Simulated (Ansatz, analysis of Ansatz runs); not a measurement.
# LuBrO (P4/nmm): does an added hole stay on O?

Question: does an added hole stay on the O atom where it is started in LuBrO (P4/nmm), and if so, how high is the barrier for a hop to another O site nearby? Model: a cell of 54 host atoms.

Method: plane-wave PAW DFT, PBEsol+U; relaxation of all atoms of a supercell at fixed charge in a uniform background; PAW set soft_1, in Ansatz 0.2.0.

## 1. The structure

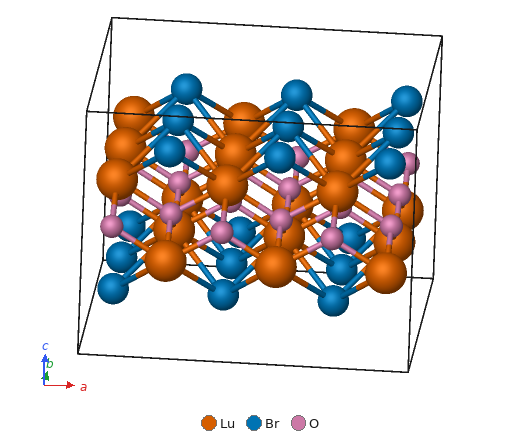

The cell as given, slightly off an axis (lutetium orange, bromine blue, oxygen pink).

The cell holds 54 atoms: 18 Lu, 18 Br and 18 O. Cell: a = 11.182 Å, b = 11.182 Å, c = 8.542 Å, α = 90.0°, β = 90.0°, γ = 90.0°. It derives from LuBrO (space group P4/nmm). Nearest the centre at fractional (0.583, 0.583, 0.500): O30 at 1.32 Å, O53 at 1.32 Å, Lu43 at 1.72 Å, Lu32 at 1.72 Å, O35 at 2.95 Å, O47 at 2.95 Å, O36 at 2.95 Å, O48 at 2.95 Å.

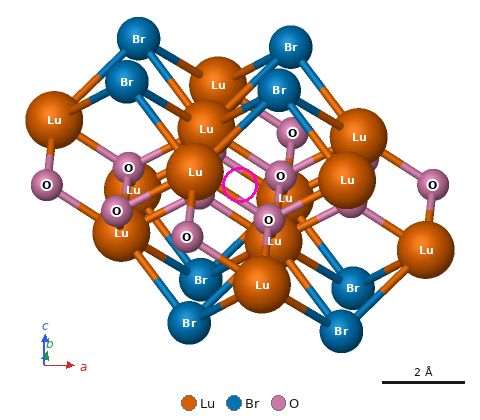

The atoms within 5 Å of the centre. A ring marks the centre wherever it is empty.

Hubbard terms: O p 7.0 eV. They were chosen, not fitted, to curb self-interaction in the shells named, the trial site's among them. The two sites are O30 and O53. The cell's shortest repeat is 8.5 Å.

## 2. The cell without the carrier

The neutral cell is relaxed first, from small random displacements, so that bond lengths and moments with the carrier can be set beside those of a relaxed cell without it.

The input, neutral.relax/input.yaml:

```yaml
crystal:
  lattice:
    - [11.18182404, 0.0, 0.0]
    - [0.0, 11.18182404, 0.0]
    - [0.0, 0.0, 8.54164716]
  atoms:
    - { symbol: Lu, position: [0.0, 0.166667, 0.370273] }
    - { symbol: Lu, position: [0.166667, 0.0, 0.629727] }
    - { symbol: Br, position: [0.166667, 0.0, 0.178949] }
    - { symbol: Br, position: [0.0, 0.166667, 0.821051] }
    - { symbol: O, position: [0.0, 0.0, 0.5] }
    - { symbol: O, position: [0.166667, 0.166667, 0.5] }
    - { symbol: Lu, position: [0.0, 0.5, 0.370273] }
    - { symbol: Lu, position: [0.166667, 0.333333, 0.629727] }
    - { symbol: Br, position: [0.166667, 0.333333, 0.178949] }
    - { symbol: Br, position: [0.0, 0.5, 0.821051] }
    - { symbol: O, position: [0.0, 0.333333, 0.5] }
    - { symbol: O, position: [0.166667, 0.5, 0.5] }
    - { symbol: Lu, position: [0.0, 0.833333, 0.370273] }
    - { symbol: Lu, position: [0.166667, 0.666667, 0.629727] }
    - { symbol: Br, position: [0.166667, 0.666667, 0.178949] }
    - { symbol: Br, position: [0.0, 0.833333, 0.821051] }
    - { symbol: O, position: [0.0, 0.666667, 0.5] }
    - { symbol: O, position: [0.166667, 0.833333, 0.5] }
    - { symbol: Lu, position: [0.333333, 0.166667, 0.370273] }
    - { symbol: Lu, position: [0.5, 0.0, 0.629727] }
    - { symbol: Br, position: [0.5, 0.0, 0.178949] }
    - { symbol: Br, position: [0.333333, 0.166667, 0.821051] }
    - { symbol: O, position: [0.333333, 0.0, 0.5] }
    - { symbol: O, position: [0.5, 0.166667, 0.5] }
    - { symbol: Lu, position: [0.333333, 0.5, 0.370273] }
    - { symbol: Lu, position: [0.5, 0.333333, 0.629727] }
    - { symbol: Br, position: [0.5, 0.333333, 0.178949] }
    - { symbol: Br, position: [0.333333, 0.5, 0.821051] }
    - { symbol: O, position: [0.333333, 0.333333, 0.5] }
    - { symbol: O, position: [0.5, 0.5, 0.5] }
    - { symbol: Lu, position: [0.333333, 0.833333, 0.370273] }
    - { symbol: Lu, position: [0.5, 0.666667, 0.629727] }
    - { symbol: Br, position: [0.5, 0.666667, 0.178949] }
    - { symbol: Br, position: [0.333333, 0.833333, 0.821051] }
    - { symbol: O, position: [0.333333, 0.666667, 0.5] }
    - { symbol: O, position: [0.5, 0.833333, 0.5] }
    - { symbol: Lu, position: [0.666667, 0.166667, 0.370273] }
    - { symbol: Lu, position: [0.833333, 0.0, 0.629727] }
    - { symbol: Br, position: [0.833333, 0.0, 0.178949] }
    - { symbol: Br, position: [0.666667, 0.166667, 0.821051] }
    - { symbol: O, position: [0.666667, 0.0, 0.5] }
    - { symbol: O, position: [0.833333, 0.166667, 0.5] }
    - { symbol: Lu, position: [0.666667, 0.5, 0.370273] }
    - { symbol: Lu, position: [0.833333, 0.333333, 0.629727] }
    - { symbol: Br, position: [0.833333, 0.333333, 0.178949] }
    - { symbol: Br, position: [0.666667, 0.5, 0.821051] }
    - { symbol: O, position: [0.666667, 0.333333, 0.5] }
    - { symbol: O, position: [0.833333, 0.5, 0.5] }
    - { symbol: Lu, position: [0.666667, 0.833333, 0.370273] }
    - { symbol: Lu, position: [0.833333, 0.666667, 0.629727] }
    - { symbol: Br, position: [0.833333, 0.666667, 0.178949] }
    - { symbol: Br, position: [0.666667, 0.833333, 0.821051] }
    - { symbol: O, position: [0.666667, 0.666667, 0.5] }
    - { symbol: O, position: [0.833333, 0.833333, 0.5] }
basis:
  ecutwfc: 420
  xc_grid: 2
hamiltonian:
  xc: pbesol
  hubbard:
    sites: [{ species: O, l: p, u_eff: 7.0 }]
    projectors: ortho-atomic
  pseudopotentials: { kind: paw, azcp: { folder: soft_1 }, xc_functional: pbe }
kpoints:
  mp_grid: { grid: [1, 1, 1] }
scf:
  occupations: { method: fermi_dirac, width: 0.01 }
  max_iter: 120
  lower_state_search: "off"
output:
  forces: true
relax:
  f_tol: 0.02
  max_steps: 70
  random_displacement: { amplitude: 0.04, seed: 1313 }
checkpoint:
  write: "../neutral.relax.run"
  compress: false
  write_wavefunctions: true
  write_every: 100000
```

Started as:

```bash
ansatz run input.yaml --threads 4 --pin off --max-ram 17899MiB --backend cpu --events-out ev --progress --plain --runs-dir out
```

Numbers of over 12 decimals in the logs are rounded to 6 here.

Output:

```text
[... repeated set-up lines and file paths are left out, and long positions are rounded to six places ...]
Engine: ansatz 0.2.0, aarch64-unknown-linux-gnu
Pseudopotentials: kind: paw
Pseudopotential: Lu, paw, valence charge 25, recommended cutoff 420 eV (normal), soft_1/Lu.paw.azcp
Pseudopotential: Br, paw, valence charge 7, recommended cutoff 420 eV (normal), soft_1/Br.paw.azcp
Pseudopotential: O, paw, valence charge 6, recommended cutoff 420 eV (normal), soft_1/O.paw.azcp
Functional definition: PBEsol
  exchange = pbesol_x
  correlation = pbesol_c
Crystal: 54 atoms, lattice volume = 1067.989 Å³
Basis set: ecut = 420 eV, 20889 PW (Γ), exchange–correlation on 150×150×120 points (8 copies of the dense FFT grid, shifted against one another)
Bands: 411, of which v1, the nominal top of the filled ones, is band 342 counted from 1 (341 counted from 0)
Symmetry: 1 space group operations
k-points: 1
Non-local potential: Lu, projectors of the file, l = 0: 3, l = 1: 2, l = 2: 2, l = 3: 3
Non-local potential: Br, projectors of the file, l = 0: 2, l = 1: 2, l = 2: 2
Non-local potential: O, projectors of the file, l = 0: 2, l = 1: 2, l = 2: 1
PAW form: soft (Blöchl's): semilocal exchange-correlation on the pseudo side does not see the compensation charge
PAW frozen core: Lu, regenerated for the run's functional, and the local potential with it (the file was generated under x = pbe(κ = 0.804, μ = 0.219515), c = pbe(β = 0.066725))
PAW frozen core: Br, regenerated for the run's functional, and the local potential with it (the file was generated under x = pbe(κ = 0.804, μ = 0.219515), c = pbe(β = 0.066725))
[...]
atom  33  Br    -0.00408529     0.00127567     0.00000695
  [... 1 atom left out ...]
  atom  35  O     -0.00184417     0.00594062     0.00203287
  atom  36  O      0.00154250     0.00114308     0.00195154
  [... 6 atoms left out ...]
  atom  43  Lu     0.00650328     0.00559437    -0.00001516
  [... 2 atoms left out ...]
  atom  46  Br    -0.00650124    -0.00375488     0.00277679
  atom  47  O     -0.00397163    -0.00470386    -0.00333712
  atom  48  O     -0.00254835    -0.00139915     0.00034003
  [... 4 atoms left out ...]
  atom  53  O      0.00137507     0.00302827     0.00000324
  [... 1 atom left out ...]
  max |Σ_I F_I| component: 2.98e-4 eV/Å
--- Band table (eV) ---
  k-point 0: bands = ["-45.9294", "-45.9235", "-45.9232", "-45.9230", [... 403 left out ...] "15.4598", "15.4604", "15.6917", "15.6925"]
Occupation matrices written to <dir>
--- Relaxed structure (4 steps of the walk, 4 accepted, 0 SCFs on fresh bases) ---
  F+E_penalty+E_count = -322426.99604148 eV   max|allowed force component| = 8.669e-3 eV/Å
  atoms:
    - { symbol: Lu, position: [-0.000617, 0.166606, 0.369442] }
    - { symbol: Lu, position: [0.166038, -6.790370664576734e-5, 0.630685] }
    [... 27 atoms left out ...]
    - { symbol: O, position: [0.499413, 0.499885, 0.500125] }
    [... 1 atom left out ...]
    - { symbol: Lu, position: [0.499360, 0.666625, 0.630557] }
    - { symbol: Br, position: [0.500108, 0.666718, 0.178128] }
    [... 1 atom left out ...]
    - { symbol: O, position: [0.332785, 0.666543, 0.499826] }
    - { symbol: O, position: [0.499344, 0.833277, 0.499913] }
    [... 6 atoms left out ...]
    - { symbol: Lu, position: [0.665985, 0.499832, 0.369441] }
    [... 2 atoms left out ...]
    - { symbol: Br, position: [0.666900, 0.500025, 0.821737] }
    - { symbol: O, position: [0.666020, 0.333236, 0.500157] }
    - { symbol: O, position: [0.832758, 0.499881, 0.499910] }
    [... 4 atoms left out ...]
    - { symbol: O, position: [0.666054, 0.666556, 0.499927] }
    [... 1 atom left out ...]
[key lines of the parts left out:]
SCF converged after 5 iterations
Free energy (F): -322426.996041 eV
Fermi energy:    9.792251 eV
```

Wall time 67 s (4 threads of Arm Neoverse V2, shared host); peak memory 1.6 GiB.

The largest displacement from an ideal site is 0.015 Å.

(Part 1 of 2 ends here.)

[Logs are printed without paths, hosts, clocks, repeated set-up lines and the standing remarks that a program may print on its own settings, such as how far it seeks lower states.]

[Hosts, paths, dates, database ids (printed as entryN), source tags and the programs' standing remarks are cut or masked in the printed files.]
